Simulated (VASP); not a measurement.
Band structure of Hf (hcp). Computed with r2SCAN+rVV10, VASP's PBE PAW potentials (set 64) (plane waves; VASP 6.6.1).

Unless said otherwise, spin-orbit coupling is left out, though it shifts the bands of the heavy elements here.

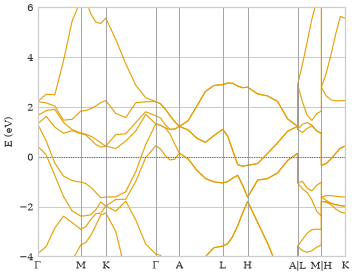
*Bands along high-symmetry lines, zero at the valence-band maximum or, without a gap, the Fermi level*

Problem. Read the plot: is there a gap, and where are the band edges?

Solution. It has no gap at this level: it comes out as a metal or semimetal.

The compound is Hf in the hcp structure. It was relaxed first.
